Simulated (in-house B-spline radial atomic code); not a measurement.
**Cs⁴⁺: excited configurations**

Wanted: excitation energies of Cs⁴⁺ as differences of total energies (ΔSCF).

Method: Dirac-Hartree-Fock, average of configuration, Fermi nucleus, basis-set limit. Code: in-house B-spline radial atomic code version 1.

**1. The atom as given**

* element: caesium (Z = 55)
* charge: +4
* electrons: 51
* configuration: [Kr] 4d10 5s2 5p3
* Hamiltonian: Dirac-Coulomb
* nucleus: Fermi, rms radius 4.804 fm

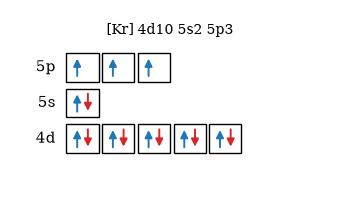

Outer shells as boxes.

The boxes draw the filling by Hund's rule, which heavy ions in jj coupling don't follow; these runs average over all states of the configuration.

Input settings:

```ini
Z = 55
electrons = 51.0
configuration = [Kr] 4d10 5s2 5p3
hamiltonian = dirac
method = hf
spin_polarised = False
nucleus = fermi
rms_radius = 4.8041
mass_number = 133
atomic_mass = 132.905451958
speed_of_light = 137.035999084
```

This reference run was done before. Its total energy is -7782.962297 hartree, and its levels are (the highest eight at most):

```
orbital  occupation  energy (eV)  <r> (bohr)
  4s1/2           2      -296.87      0.6941
  4p1/2           2      -240.48      0.7216
  4p3/2           4      -226.17      0.7469
  4d3/2           4      -132.64      0.8250
  4d5/2           6      -130.22      0.8351
  5s1/2           2      -72.313       1.662
  5p1/2           1      -57.676       1.831
  5p3/2           2      -55.510       1.889
```

**2. Run with [Kr] 4d10 5s2 5p2 7g1**

The settings differ from step 1 so:

```diff
@@ -2,3 +2,3 @@
 electrons = 51.0
-configuration = [Kr] 4d10 5s2 5p3
+configuration = [Kr] 4d10 5s2 5p2 7g1
 hamiltonian = dirac
```

The program writes no log. Results of the run, from its result record (rounded, main fields):

```text
{
  "status": "converged",
  "iterations": 10,
  "energy [hartree]": {"total": -7781.16590001, "kinetic": 8286.2661734, "nuclear": -18822.6170333, "coulomb": 2942.57858323, "exact_exchange": -187.393623308},
  "breit [hartree]": {"gaunt": 6.861627, "retardation": -0.7103706, "frequency_dependence": -0.07116699},
  "qed [hartree]": {"self_energy": 4.689105, "uehling": -0.6602712, "wichmann_kroll": 0.01613108},
  "recoil [hartree]": 0.02146375,
  "total_with_corrections [hartree]": -7771.0193821,
  "orbitals [hartree, bohr; first row names the columns]": [
    ["name", "occ", "eps", "<r>"],
    ["1s1/2", 2.0, -1332.0133, 0.026103],
    ["2s1/2", 2.0, -214.43653, 0.11155],
    ["2p1/2", 2.0, -201.30237, 0.094127],
    ["2p3/2", 4.0, -188.30868, 0.099974],
    ["3s1/2", 2.0, -47.824626, 0.29725],
    ["3p1/2", 2.0, -42.299911, 0.28778],
    ["3p3/2", 4.0, -39.745552, 0.29923],
    ["3d3/2", 4.0, -30.166132, 0.27045],
    ["3d5/2", 6.0, -29.631678, 0.27409],
    ["4s1/2", 2.0, -11.333918, 0.69378],
    ["4p1/2", 2.0, -9.2589395, 0.72115],
    ["4p3/2", 4.0, -8.7322245, 0.74639],
    ["4d3/2", 4.0, -5.2941587, 0.82237],
    ["4d5/2", 6.0, -5.2050109, 0.83232],
    ["5s1/2", 2.0, -2.9819549, 1.6294],
    ["5p1/2", 0.66667, -2.4628314, 1.7819],
    ["5p3/2", 1.3333, -2.3786053, 1.8354],
    ["7g7/2", 0.44444, -0.25728914, 12.528],
    ["7g9/2", 0.55556, -0.25730335, 12.527]
  ],
  "sum_r [bohr^k]": {"-1": 342.2344, "1": 39.47669, "2": 205.739},
  "energy_minus_base [hartree]": 1.79639697,
  "energy_minus_base_with_corrections [hartree]": 1.7953233
}
```

It took 1.6 s on 1 thread, shared host.

energy_minus_base is the energy less that of the reference run.

**3. Configuration [Ar] 3d9 4s2 4p6 4d10 5s2 5p3 6s1**

The settings differ from step 2 so:

```diff
@@ -2,3 +2,3 @@
 electrons = 51.0
-configuration = [Kr] 4d10 5s2 5p2 7g1
+configuration = [Ar] 3d9 4s2 4p6 4d10 5s2 5p3 6s1
 hamiltonian = dirac
```

From the record:

```text
{
  "status": "converged",
  "iterations": 9,
  "energy [hartree]": {"total": -7755.2995447, "kinetic": 8261.3649446, "nuclear": -18728.9713922, "coulomb": 2895.56564657, "exact_exchange": -183.258743664},
  "breit [hartree]": {"gaunt": 6.843455, "retardation": -0.7088425, "frequency_dependence": -0.07145137},
  "qed [hartree]": {"self_energy": 4.693351, "uehling": -0.6607567, "wichmann_kroll": 0.01614296},
  "recoil [hartree]": 0.02148072,
  "total_with_corrections [hartree]": -7745.16616527,
  "orbitals [hartree, bohr; first row names the columns]": [
    ["name", "occ", "eps", "<r>"],
    ["1s1/2", 2.0, -1333.7853, 0.026104],
    ["2s1/2", 2.0, -216.2291, 0.11149],
    ["2p1/2", 2.0, -203.10144, 0.094075],
    ["2p3/2", 4.0, -190.10223, 0.099908],
    ["3s1/2", 2.0, -48.96965, 0.29558],
    ["3p1/2", 2.0, -43.447703, 0.28585],
    ["3p3/2", 4.0, -40.855762, 0.29712],
    ["3d3/2", 3.6, -31.488703, 0.27012],
    ["3d5/2", 5.4, -30.943822, 0.27372],
    ["4s1/2", 2.0, -11.692842, 0.68184],
    ["4p1/2", 2.0, -9.5928392, 0.70613],
    ["4p3/2", 4.0, -9.0390102, 0.73044],
    ["4d3/2", 4.0, -5.5459705, 0.79215],
    ["4d5/2", 6.0, -5.4494746, 0.80136],
    ["5s1/2", 2.0, -2.9577842, 1.5854],
    ["5p1/2", 1.0, -2.3770323, 1.7339],
    ["5p3/2", 2.0, -2.2853313, 1.7886],
    ["6s1/2", 1.0, -1.1669669, 3.3273]
  ],
  "sum_r [bohr^k]": {"-1": 340.5318, "1": 31.14853, "2": 42.02557},
  "energy_minus_base [hartree]": 27.6627523,
  "energy_minus_base_with_corrections [hartree]": 27.6485401
}
```

Wall time 1.1 s (1 thread, shared host).

**4. Run with [Kr] 4d10 5s1 5p3 7g1**

The settings differ from step 3 so:

```diff
@@ -2,3 +2,3 @@
 electrons = 51.0
-configuration = [Ar] 3d9 4s2 4p6 4d10 5s2 5p3 6s1
+configuration = [Kr] 4d10 5s1 5p3 7g1
 hamiltonian = dirac
```

From the record:

```text
{
  "status": "converged",
  "iterations": 10,
  "energy [hartree]": {"total": -7780.57915685, "kinetic": 8285.47954554, "nuclear": -18818.9006216, "coulomb": 2939.83300963, "exact_exchange": -186.991090377},
  "breit [hartree]": {"gaunt": 6.862032, "retardation": -0.7105856, "frequency_dependence": -0.07124295},
  "qed [hartree]": {"self_energy": 4.687165, "uehling": -0.6600048, "wichmann_kroll": 0.01612469},
  "recoil [hartree]": 0.02145916,
  "total_with_corrections [hartree]": -7770.43420985,
  "orbitals [hartree, bohr; first row names the columns]": [
    ["name", "occ", "eps", "<r>"],
    ["1s1/2", 2.0, -1332.063, 0.026103],
    ["2s1/2", 2.0, -214.48385, 0.11155],
    ["2p1/2", 2.0, -201.35307, 0.094127],
    ["2p3/2", 4.0, -188.35943, 0.099973],
    ["3s1/2", 2.0, -47.871182, 0.29729],
    ["3p1/2", 2.0, -42.351979, 0.28777],
    ["3p3/2", 4.0, -39.797585, 0.29922],
    ["3d3/2", 4.0, -30.217842, 0.27045],
    ["3d5/2", 6.0, -29.683406, 0.27408],
    ["4s1/2", 2.0, -11.374303, 0.69474],
    ["4p1/2", 2.0, -9.3102252, 0.72052],
    ["4p3/2", 4.0, -8.7829756, 0.74556],
    ["4d3/2", 4.0, -5.3423003, 0.82141],
    ["4d5/2", 6.0, -5.2528113, 0.8312],
    ["5s1/2", 1.0, -3.070537, 1.6218],
    ["5p1/2", 1.0, -2.4487739, 1.7821],
    ["5p3/2", 2.0, -2.3636511, 1.837],
    ["7g7/2", 0.44444, -0.25759279, 12.505],
    ["7g9/2", 0.55556, -0.25761395, 12.504]
  ],
  "sum_r [bohr^k]": {"-1": 342.1668, "1": 39.62487, "2": 205.8497},
  "energy_minus_base [hartree]": 2.38314013,
  "energy_minus_base_with_corrections [hartree]": 2.38049555
}
```

Wall time 1.6 s (1 thread, shared host).

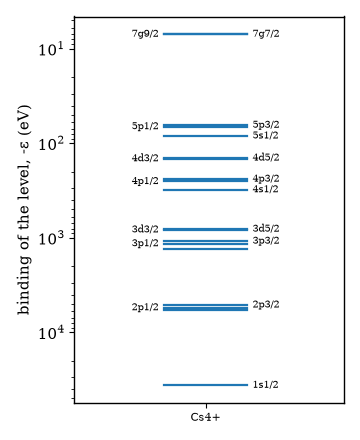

Orbital energies of this run on a logarithmic scale.

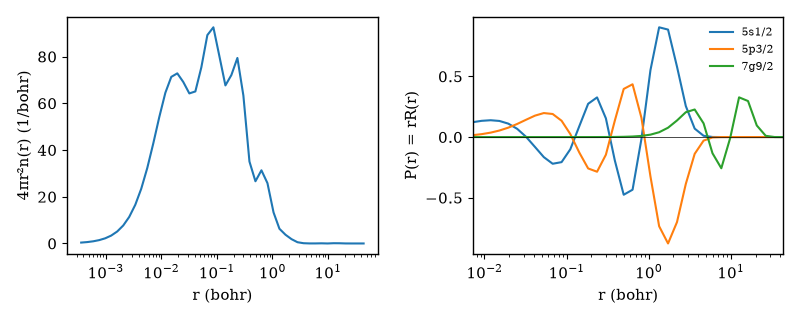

Radial density (left) and the radial functions of 5s1/2, 5p3/2, 7g9/2 (right).

Clear maxima of the radial density (full grid of the record): 0.019, 0.087, 0.23, 0.64, 7.7, 13 bohr.

**5. Run with [Kr] 4d10 5s1 5p3 8d1**

The settings differ from step 4 so:

```diff
@@ -2,3 +2,3 @@
 electrons = 51.0
-configuration = [Kr] 4d10 5s1 5p3 7g1
+configuration = [Kr] 4d10 5s1 5p3 8d1
 hamiltonian = dirac
```

From the record:

```text
{
  "status": "converged",
  "iterations": 10,
  "energy [hartree]": {"total": -7780.6428589, "kinetic": 8285.54171534, "nuclear": -18819.667522, "coulomb": 2940.47986255, "exact_exchange": -186.996914829},
  "breit [hartree]": {"gaunt": 6.862047, "retardation": -0.7105895, "frequency_dependence": -0.07124235},
  "qed [hartree]": {"self_energy": 4.687157, "uehling": -0.6600039, "wichmann_kroll": 0.01612467},
  "recoil [hartree]": 0.0214592,
  "total_with_corrections [hartree]": -7770.49790716,
  "orbitals [hartree, bohr; first row names the columns]": [
    ["name", "occ", "eps", "<r>"],
    ["1s1/2", 2.0, -1332.0489, 0.026103],
    ["2s1/2", 2.0, -214.46972, 0.11155],
    ["2p1/2", 2.0, -201.33893, 0.094127],
    ["2p3/2", 4.0, -188.3453, 0.099974],
    ["3s1/2", 2.0, -47.857577, 0.29729],
    ["3p1/2", 2.0, -42.338354, 0.28777],
    ["3p3/2", 4.0, -39.783993, 0.29922],
    ["3d3/2", 4.0, -30.20421, 0.27045],
    ["3d5/2", 6.0, -29.669783, 0.27408],
    ["4s1/2", 2.0, -11.361823, 0.69477],
    ["4p1/2", 2.0, -9.2978474, 0.72056],
    ["4p3/2", 4.0, -8.7706616, 0.7456],
    ["4d3/2", 4.0, -5.3302789, 0.82151],
    ["4d5/2", 6.0, -5.2408163, 0.83131],
    ["5s1/2", 1.0, -3.0611393, 1.6225],
    ["5p1/2", 1.0, -2.439914, 1.7829],
    ["5p3/2", 2.0, -2.3549242, 1.8378],
    ["8d3/2", 0.4, -0.32193457, 11.146],
    ["8d5/2", 0.6, -0.32090991, 11.183]
  ],
  "sum_r [bohr^k]": {"-1": 342.1808, "1": 38.29304, "2": 167.9765},
  "energy_minus_base [hartree]": 2.31943808,
  "energy_minus_base_with_corrections [hartree]": 2.31679824
}
```

It took 1.5 s on 1 thread, shared host.

**6. Configuration [Kr] 4d9 5s2 5p3 9s1**

The settings differ from step 5 so:

```diff
@@ -2,3 +2,3 @@
 electrons = 51.0
-configuration = [Kr] 4d10 5s1 5p3 8d1
+configuration = [Kr] 4d9 5s2 5p3 9s1
 hamiltonian = dirac
```

From the record:

```text
{
  "status": "converged",
  "iterations": 10,
  "energy [hartree]": {"total": -7778.57299063, "kinetic": 8283.94891911, "nuclear": -18800.0438073, "coulomb": 2923.66888937, "exact_exchange": -186.146991789},
  "breit [hartree]": {"gaunt": 6.863277, "retardation": -0.7106261, "frequency_dependence": -0.07126947},
  "qed [hartree]": {"self_energy": 4.69003, "uehling": -0.6603669, "wichmann_kroll": 0.01613344},
  "recoil [hartree]": 0.0214691,
  "total_with_corrections [hartree]": -7768.42434343,
  "orbitals [hartree, bohr; first row names the columns]": [
    ["name", "occ", "eps", "<r>"],
    ["1s1/2", 2.0, -1332.4406, 0.026103],
    ["2s1/2", 2.0, -214.88728, 0.11155],
    ["2p1/2", 2.0, -201.75107, 0.094125],
    ["2p3/2", 4.0, -188.75798, 0.09997],
    ["3s1/2", 2.0, -48.251044, 0.29716],
    ["3p1/2", 2.0, -42.727468, 0.28766],
    ["3p3/2", 4.0, -40.17139, 0.29909],
    ["3d3/2", 4.0, -30.589757, 0.27067],
    ["3d5/2", 6.0, -30.054971, 0.27431],
    ["4s1/2", 2.0, -11.658305, 0.68982],
    ["4p1/2", 2.0, -9.5613469, 0.7159],
    ["4p3/2", 4.0, -9.0265212, 0.74059],
    ["4d3/2", 3.6, -5.5987512, 0.81039],
    ["4d5/2", 5.4, -5.5074501, 0.81973],
    ["5s1/2", 2.0, -3.137471, 1.5954],
    ["5p1/2", 1.0, -2.5621438, 1.7382],
    ["5p3/2", 2.0, -2.4704216, 1.7905],
    ["9s1/2", 1.0, -0.31086334, 12.124]
  ],
  "sum_r [bohr^k]": {"-1": 341.824, "1": 39.70939, "2": 193.0163},
  "energy_minus_base [hartree]": 4.38930635,
  "energy_minus_base_with_corrections [hartree]": 4.39036197
}
```

Wall time 1.4 s (1 thread, shared host).

**7. Run with [Kr] 4d9 5s2 5p3 7d1**

The settings differ from step 6 so:

```diff
@@ -2,3 +2,3 @@
 electrons = 51.0
-configuration = [Kr] 4d9 5s2 5p3 9s1
+configuration = [Kr] 4d9 5s2 5p3 7d1
 hamiltonian = dirac
```

From the record:

```text
{
  "status": "converged",
  "iterations": 10,
  "energy [hartree]": {"total": -7778.72507034, "kinetic": 8284.0878613, "nuclear": -18803.2842908, "coulomb": 2926.62493973, "exact_exchange": -186.153580603},
  "breit [hartree]": {"gaunt": 6.863238, "retardation": -0.710627, "frequency_dependence": -0.07126956},
  "qed [hartree]": {"self_energy": 4.689944, "uehling": -0.6603558, "wichmann_kroll": 0.01613317},
  "recoil [hartree]": 0.02146952,
  "total_with_corrections [hartree]": -7768.57653841,
  "orbitals [hartree, bohr; first row names the columns]": [
    ["name", "occ", "eps", "<r>"],
    ["1s1/2", 2.0, -1332.3806, 0.026103],
    ["2s1/2", 2.0, -214.82674, 0.11155],
    ["2p1/2", 2.0, -201.69068, 0.094125],
    ["2p3/2", 4.0, -188.69759, 0.09997],
    ["3s1/2", 2.0, -48.190993, 0.29716],
    ["3p1/2", 2.0, -42.667561, 0.28766],
    ["3p3/2", 4.0, -40.111522, 0.29909],
    ["3d3/2", 4.0, -30.529911, 0.27067],
    ["3d5/2", 6.0, -29.995137, 0.27431],
    ["4s1/2", 2.0, -11.599309, 0.68987],
    ["4p1/2", 2.0, -9.5027512, 0.71593],
    ["4p3/2", 4.0, -8.9679782, 0.74062],
    ["4d3/2", 3.6, -5.5405877, 0.81044],
    ["4d5/2", 5.4, -5.44931, 0.81979],
    ["5s1/2", 2.0, -3.0814705, 1.5967],
    ["5p1/2", 1.0, -2.50742, 1.7394],
    ["5p3/2", 2.0, -2.415902, 1.7918],
    ["7d3/2", 0.4, -0.46405396, 7.6028],
    ["7d5/2", 0.6, -0.4622722, 7.6341]
  ],
  "sum_r [bohr^k]": {"-1": 341.8829, "1": 35.2146, "2": 94.58875},
  "energy_minus_base [hartree]": 4.23722664,
  "energy_minus_base_with_corrections [hartree]": 4.238167
}
```

Wall time 1.3 s (1 thread, shared host).

**8. The excitation energies**

| net move | configuration | energy above the reference (eV) | with Breit, QED, recoil (eV) | largest <r> (bohr) |
| --- | --- | --- | --- | --- |
| 5p → 7g | [Kr] 4d10 5s2 5p2 7g1 | 48.882 | 48.853 | 12.5 |
| 5s → 8d | [Kr] 4d10 5s1 5p3 8d1 | 63.115 | 63.043 | 11.2 |
| 5s → 7g | [Kr] 4d10 5s1 5p3 7g1 | 64.849 | 64.777 | 12.5 |
| 4d → 7d | [Kr] 4d9 5s2 5p3 7d1 | 115.30 | 115.33 | 7.63 |
| 4d → 9s | [Kr] 4d9 5s2 5p3 9s1 | 119.44 | 119.47 | 12.1 |
| 3d → 6s | [Ar] 3d9 4s2 4p6 4d10 5s2 5p3 6s1 | 752.74 | 752.36 | 3.33 |

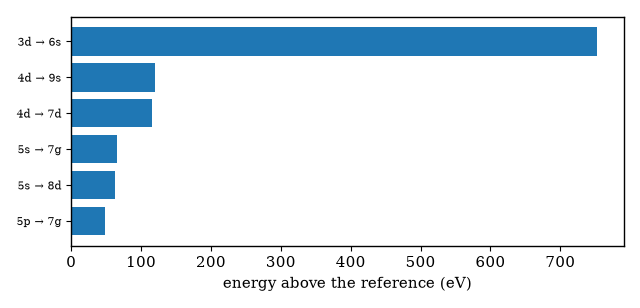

The configurations in order of energy, labelled by the net move of electrons.

Quantum defects of the promoted electron, δ = n − ζ/√(−2ε) with ζ = 5 and ε its orbital energy in hartree:

| promotion | δ |
| --- | --- |
| 5p → 7g | 0.030 |
| 5s → 8d | 1.763 |
| 5s → 7g | 0.034 |
| 4d → 7d | 1.804 |
| 4d → 9s | 2.659 |
| 3d → 6s | 2.727 |

**Reading.** The energies run from 48.882 eV (5p → 7g) to 752.74 eV (3d → 6s). Koopmans' estimate of the ionisation threshold is 55.510 eV; 5 configurations exceed it by over 2 % and could autoionise. Of those tabulated, the defect is largest for 6s (2.73) and least for 7g (0.03): low angular momentum penetrates the core, high angular momentum stays outside it. Two partly filled shells share a symmetry and can mix in the average, which may lower the energy, for: 4d → 7d. These are averages over configurations, without correlation, not spectroscopic levels.
